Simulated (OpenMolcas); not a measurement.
Single-point calculation, with input and output: GeNH3

- system: GeNH3, SMILES [NH2][GeH]
- method: CASPT2/STO-3G (OpenMolcas 26.06)

Some settings of this run were made unusual or wrong on purpose. The geometry comes from this level: PBE0-D4/def2-TZVP.

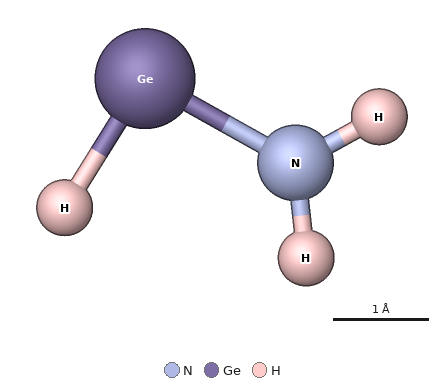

*The structure (ball-and-stick view, seen on its broad side). Sticks mark near contacts.*

Input:
```
* GeH3N CASPT2
&GATEWAY
COORD
5
bohr
N     -0.15892597    -1.13799307     0.18405932
Ge     1.86856119     1.61269227     0.49095085
H      0.34128454    -2.83836864     0.87928957
H     -1.86138023    -1.17181917    -0.66612846
H     -0.09505322     3.39621579    -0.96621697
BASIS=STO-3G
GROUP=NoSym
&SEWARD
&RASSCF
FILEORB=$CurrDir/step2.RasOrb
SPIN=1
NACTEL=4 0 0
INACTIVE=19
RAS2=4
ORBLISTING=Nothing
ORBAPPEAR=Compact
Multiplicity=1
&CASPT2
```

Launch command:
```bash
export MOLCAS_MEM=1860
pymolcas step19.input > step19.log
```

Output:
```
--- Start Module: gateway ---

                                              &GATEWAY

                       available to each process: 1.9 GB of memory, 1 thread

++    Symmetry information:
      ---------------------

                    Character Table for C1

                             E
                    a        1  x, y, xy, Rz, z, xz, Ry, yz, Rx, I
--

++    Basis set information:
      ----------------------

      Basis set label: N.STO-3G.........

      Electronic valence basis set:
      ------------------
      Associated Effective Charge   7.000000 au
      Associated Actual Charge      7.000000 au
      Nuclear Model: Point charge

      Shell  nPrim  nBasis  Cartesian Spherical Contaminant
         s       6       2        X
         p       3       1        X

      Basis set label: GE.STO-3G.........

      Electronic valence basis set:
      ------------------
      Associated Effective Charge  32.000000 au
      Associated Actual Charge     32.000000 au
      Nuclear Model: Point charge

      Shell  nPrim  nBasis  Cartesian Spherical Contaminant
         s      12       4        X
         p       9       3        X
         d       3       1                 X

      Basis set label: H.STO-3G.........

      Electronic valence basis set:
      ------------------
      Associated Effective Charge   1.000000 au
      Associated Actual Charge      1.000000 au
      Nuclear Model: Point charge

      Shell  nPrim  nBasis  Cartesian Spherical Contaminant
         s       3       1        X
--

++    Molecular structure info:
      -------------------------

                    ************************************************
                    **** Cartesian Coordinates / bohr, angstrom ****
                    ************************************************

     Center  Label                x              y              z                     x              y              z
        1      N1              -0.158926      -1.137993       0.184059             -0.084100      -0.602200       0.097400
        2      GE2              1.868561       1.612692       0.490951              0.988800       0.853400       0.259800
        3      H3               0.341285      -2.838369       0.879290              0.180600      -1.502000       0.465300
        4      H4              -1.861380      -1.171819      -0.666128             -0.985000      -0.620100      -0.352500
        5      H5              -0.095053       3.396216      -0.966217             -0.050300       1.797200      -0.511300

                    ***************************************
                    *    InterNuclear Distances / bohr    *
                    ***************************************

               1 N1            2 GE2           3 H3            4 H4            5 H5
    1 N1       0.000000
    2 GE2      3.430912        0.000000
    3 H3       1.903899        4.721792        0.000000
    4 H4       1.903238        4.796332        3.165033        0.000000
    5 H5       4.678276        3.026562        6.516619        4.906823        0.000000

                    *******************************************
                    *    InterNuclear Distances / angstrom    *
                    *******************************************

               1 N1            2 GE2           3 H3            4 H4            5 H5
    1 N1       0.000000
    2 GE2      1.815560        0.000000
    3 H3       1.007500        2.498665        0.000000
    4 H4       1.007150        2.538110        1.674864        0.000000
    5 H5       2.475637        1.601587        3.448446        2.596579        0.000000

                    **************************************
                    *    Valence Bond Angles / degree    *
                    **************************************
                          Atom centers                 Phi
                      3 H3       1 N1       4 H4       112.47
--

            Nuclear Potential Energy             98.83476105 au

--- Stop Module: gateway /rc=_RC_ALL_IS_WELL_ ---

--- Start Module: seward ---

                                              &SEWARD

                       available to each process: 1.9 GB of memory, 1 thread

               SEWARD will generate:
                  Multipole Moment integrals up to order  2
                  Kinetic Energy integrals
                  Nuclear Attraction integrals (point charge)
                  One-Electron Hamiltonian integrals
                  Velocity integrals
                  Orbital angular momentum around (  1.4764   1.1288   0.4190 )
                  Velocity quadrupole around (  1.4764   1.1288   0.4190 )
                  Two-Electron Repulsion integrals

                   Integrals are discarded if absolute value <: 1.00E-14
                   Integral cutoff threshold is set to       <: 1.00E-16

            Nuclear Potential Energy             98.83476105 au

      Basis set specifications :
      Symmetry species         a
      Basis functions           26

--- Stop Module: seward /rc=_RC_ALL_IS_WELL_ ---

--- Start Module: rasscf ---

                                              &RASSCF

                       available to each process: 1.9 GB of memory, 1 thread

      Header of the ONEINT file:
      --------------------------

      OrdInt status: non-squared

      Cartesian coordinates in angstrom:
      -----------------------------------------------------
      No.  Label        X            Y            Z
      -----------------------------------------------------
       1   N1        -0.08410000  -0.60220000   0.09740000
       2   GE2        0.98880000   0.85340000   0.25980000
       3   H3         0.18060000  -1.50200000   0.46530000
       4   H4        -0.98500000  -0.62010000  -0.35250000
       5   H5        -0.05030000   1.79720000  -0.51130000
      -----------------------------------------------------
      Nuclear repulsion energy =   98.83476105

++    Wave function specifications:
      -----------------------------

      Number of closed shell electrons          38
      Number of electrons in active shells       4
      Max number of holes in RAS1 space          0
      Max nr of electrons in RAS3 space          0
      Number of inactive orbitals               19
      Number of active orbitals                  4
      Number of secondary orbitals               3
      Spin quantum number                      0.0
      State symmetry                             1
--

++    Orbital specifications:
      -----------------------

      Symmetry species                           1
                                                 a
      Frozen orbitals                            0
      Inactive orbitals                         19
      Active orbitals                            4
      RAS1 orbitals                              0
      RAS2 orbitals                              4
      RAS3 orbitals                              0
      Secondary orbitals                         3
      Deleted orbitals                           0
      Number of basis functions                 26
--

++    CI expansion specifications:
      ----------------------------

      Number of CSFs                            20
      Number of spin combinations               21
      Number of determinants                    36
      Number of root(s) required                 1
      Root chosen for geometry opt.              1
      CI root used                               1

      highest root included in the CI            1
      max. size of the explicit Hamiltonian     20
--

++    Optimization specifications:
      ----------------------------

      RASSCF algorithm: Conventional
      Maximum number of macro iterations       200
      Maximum number of SX iterations          100
      Threshold for RASSCF energy            1.000E-08
      Threshold for max MO rotation          1.000E-01
      Threshold for max BLB element          1.000E-04
      Level shift parameter                  5.000E-01
      Make Quasi-Newton update
--

      The MO-coefficients are taken from the file:
      step2.RasOrb
      Title: RASSCF average (pseudo-natural) orbitals

      Total molecular charge    0.00

      ************************************************************************************************************************
      *                                            Wave function control section                                             *
      ************************************************************************************************************************

                                         RASSCF iterations: Energy and convergence statistics
                                         ----------------------------------------------------

          iter iter root      energy       change     param      element    value   shift minimum  type update hh:mm:ss
 Nr of preliminary CI iterations:   1
      Total energies have been shifted. Add                -2000.00 au
        1   1    4    1  -107.22734814    0.00E+00  -1.66E-05   19  25 1 -6.56E-06   0.00   0.00    SX    NO    0:00:00
        2   1    3    1  -107.22734814   -1.64E-10   1.11E-05   19  25 1 -2.89E-06   0.00   0.00    SX    NO    0:00:00
        3   1    3    1  -107.22734814   -3.55E-11  -8.01E-06   19  25 1 -1.37E-06   0.00   0.00    SX    NO    0:00:00
        4   1    3    1  -107.22734814   -1.91E-11   5.86E-06   18  23 1  7.23E-07   0.00   0.00    SX    NO    0:00:00
      Convergence after  4 iterations
        5   1    3    1  -107.22734814    0.00E+00   5.86E-06   18  23 1  4.68E-07   0.00   0.00    SX    NO    0:00:00

      ************************************************************************************************************************
                                                      Wave function printout:
                       occupation of active orbitals, and spin coupling of open shells (u,d: Spin up or down)
      ************************************************************************************************************************

      Note: transformation to natural orbitals
      has been made, which may change the order of the CSFs.

      printout of CI-coefficients larger than  0.05 for root  1
      energy=   -2107.227348
      conf/sym  1111     Coeff  Weight
             1  2200  -0.98375 0.96776
             6  2020   0.08496 0.00722
             8  2002   0.08533 0.00728
             9  ud20  -0.06970 0.00486
            11  ud02   0.07743 0.00600
            12  0220   0.06436 0.00414

      Natural orbitals and occupation numbers for root  1
      sym 1:   1.975437   1.959537   0.033025   0.032001

      ************************************************************************************************************************
      *                                                    Final results                                                     *
      ************************************************************************************************************************

++    Final optimization conditions:
      ------------------------------

      Average CI energy                           -2107.22734814
      RASSCF energy for state  1                  -2107.22734814
      Super-CI energy                                -0.00000000
      RASSCF energy change                            0.00000000
      Max change in MO coefficients              -5.469E-06
      Max non-diagonal density matrix element     5.864E-06
      Maximum BLB matrix element                  4.677E-07
      (orbital pair  18,  23 in symmetry   1)
      Norm of electronic gradient            7.992E-07
--

      Final state energy(ies):
      ------------------------

::    RASSCF root number  1 Total energy:  -2107.22734814
      Von Neumann Entropy (Root   1) =  0.23971

      Mulliken population analysis for root number:  1
      -----------------------------------------------

++    Molecular charges:
      ------------------

      Mulliken charges per centre
      ---------------------------

                N1      GE2     H3      H4      H5
      Total    7.5913 31.5290  0.8505  0.8473  1.1819

      N-E     -0.5913  0.4710  0.1495  0.1527 -0.1819

      Total electronic charge=   42.000000

      Total            charge=   -0.000000
--

      Expectation values of various properties for root number:  1
      -----------------------------------------------------------

++    Molecular properties:
      ---------------------

      Charge (e):
                      =   -0.0000
      Dipole Moment (debye):
      Origin of the operator (angstrom)=    0.7813    0.5973    0.2217
                   X= -5.5808E-01               Y= -6.5304E-01               Z= -1.1362E-01           Total=  8.6650E-01
      Quadrupole Moment (debye*angstrom):
      Origin of the operator (angstrom)=    0.7813    0.5973    0.2217
                  XX= -2.2096E+01              XY=  3.1806E-01              XZ= -1.0500E+00              YY= -2.1104E+01
                  YZ=  4.0020E-01              ZZ= -2.0821E+01
      In traceless form (debye*angstrom)
                  XX= -1.1329E+00              XY=  4.7709E-01              XZ= -1.5750E+00              YY=  3.5424E-01
                  YZ=  6.0031E-01              ZZ=  7.7861E-01
--

      Average orbitals are written to the RASORB file
      Natural orbitals for root   1 are written to the RASORB.1 file
      Spin density orbitals for root   1 are written to the SPDORB.1 file

--- Stop Module: rasscf /rc=_RC_ALL_IS_WELL_ ---

--- Start Module: caspt2 ---

                                              &CASPT2

                       available to each process: 1.9 GB of memory, 1 thread

++    Wave function specifications:
      -----------------------------

      Number of closed shell electrons           8
      Number of electrons in active shells       4
      Max number of holes in RAS1 space          0
      Max number of electrons in RAS3 space      0
      Number of inactive orbitals                4
      Number of active orbitals                  4
      Number of secondary orbitals               3
      Spin quantum number                      0.0
      State symmetry                             1
      Number of CSFs                            20
      Number of CASSCF root(s) available         1
      CASPT2 state passed to geometry opt.       1
      A file JOBMIX will be created
      This is a CASSCF or RASSCF reference function
--

++    Orbital specifications:
      -----------------------

      Symmetry species                           1
                                                 a
      Frozen orbitals                           15
      Inactive orbitals                          4
      Active orbitals                            4
      Secondary orbitals                         3
      Deleted orbitals                           0
      Number of basis functions                 26
--

++    CASPT2 specifications:
      ----------------------

      Type of calculation                        SS-CASPT2
      Fock operator                              state-specific
      IPEA shift                                 0.25
      Real shift                                 0.00
      Imaginary shift                            0.00
      The input orbitals will be transformed to quasi-canonical
--

--------------------------------------------------------------------------------
 Estimated memory requirements:
  POLY3 :                   250840
  RHS:                      252834
  SIGMA :                   251536
  PRPCTL:                        0
 Available workspace:    232490279

++ CASPT2 computation for group   1

********************************************************************************
 Multi-State initialization phase begins for group   1
--------------------------------------------------------------------------------
********************************************************************************
 Compute H0 matrices for state    1
--------------------------------------------------------------------------------
--------------------------------------------------------------------------------
 H0 matrices have been computed.

********************************************************************************
  CASPT2 EQUATION SOLUTION
--------------------------------------------------------------------------------

  Total nr of CASPT2 parameters:
   Before reduction:        1460
   After  reduction:        1128

 Variance of |WF0>:       0.0562403264

 The contributions to the second order correlation energy in atomic units.
-----------------------------------------------------------------------------------------------------------------------------
  IT.      VJTU        VJTI        ATVX        AIVX        VJAI        BVAT        BJAT        BJAI        TOTAL       RNORM
-----------------------------------------------------------------------------------------------------------------------------
   1    -0.000214   -0.003899   -0.000897   -0.001619   -0.008341   -0.001623   -0.001169   -0.012379   -0.030142    0.002015
   2    -0.000219   -0.003903   -0.000904   -0.001622   -0.008383   -0.001645   -0.001167   -0.012427   -0.030270    0.000177
   3    -0.000219   -0.003903   -0.000905   -0.001621   -0.008381   -0.001645   -0.001167   -0.012426   -0.030266    0.000020
   4    -0.000219   -0.003903   -0.000905   -0.001621   -0.008380   -0.001645   -0.001167   -0.012426   -0.030265    0.000002
-----------------------------------------------------------------------------------------------------------------------------

  FINAL CASPT2 RESULT:

      Reference energy:       -2107.2273481380
      E2 (Non-variational):      -0.0302652681
      E2 (Variational):          -0.0302652731
      Total energy:           -2107.2576134111
      Residual norm:              0.0000001367
      Reference weight:           0.98247

      Contributions to the CASPT2 correlation energy
      Active & Virtual Only:         -0.0025494778
      One Inactive Excited:          -0.0030069856
      Two Inactive Excited:          -0.0247088047

++ Denominators, etc.
--------------------------------------------------------------------------------------------------------------
 Report on small energy denominators, large coefficients, and large energy contributions.
CASE  SYMM ACTIVE-MIX  NON-ACTIVE INDICES          DENOMINATOR     RHS VALUE       COEFFICIENT     CONTRIBUTION
VJTIP    1  Mu1.0001  In1.019 In1.019               1.04153569     -0.06182749      0.05936717     -0.00367052
VJAIP    1  Mu1.0001  Se1.024 In1.019 In1.018       1.48808190     -0.04412885      0.03054585     -0.00134795
VJAIP    1  Mu1.0001  Se1.025 In1.019 In1.018       1.72984546     -0.04500548      0.02595839     -0.00116827
VJAIM    1  Mu1.0001  Se1.024 In1.019 In1.018       1.48808190      0.05581683     -0.03942889     -0.00220080
VJAIM    1  Mu1.0001  Se1.025 In1.019 In1.018       1.72984546      0.05534759     -0.03265778     -0.00180753
BJAIP    1  Se1.026 In1.017 Se1.026 In1.017         2.67584160      0.07804936     -0.02928305     -0.00228552
BJAIP    1  Se1.025 In1.017 Se1.026 In1.018         2.55506347      0.07881604     -0.03112354     -0.00245303
BJAIP    1  Se1.024 In1.018 Se1.024 In1.018         1.95075821      0.04853778     -0.02587606     -0.00125597
BJAIP    1  Se1.025 In1.018 Se1.025 In1.018         2.43428533      0.06318111     -0.02625239     -0.00165866
--

   (Skipping property calculation,
    use PROP keyword to activate)
--

  Total CASPT2 energies:
::    CASPT2 Root  1     Total energy:  -2107.25761341

  A NEW JOBIPH FILE NAMED 'JOBMIX' IS PREPARED.
********************************************************************************
--- Stop Module: caspt2 /rc=_RC_ALL_IS_WELL_ ---

.##################.
.# Happy landing! #.
.##################.

    Timing: Wall=1.52 User=1.13 System=0.38
```

What the run reported:

```tsv
quantity	value
outcome	converged
total energy	−2107.257613 hartree
CASSCF energy	−2107.227348 hartree
basis functions	26
hardware	1 thread of Arm Neoverse V1, 24 GiB of memory available, shared host
wall time	1.8 s
peak memory	0.37 GiB
```

Diagnosis:

Some settings of this run were drawn to be unusual or wrong (rtypo set to Multiplicity=1 (from default)). It converged; results that depend on the unusual settings are not reference values.
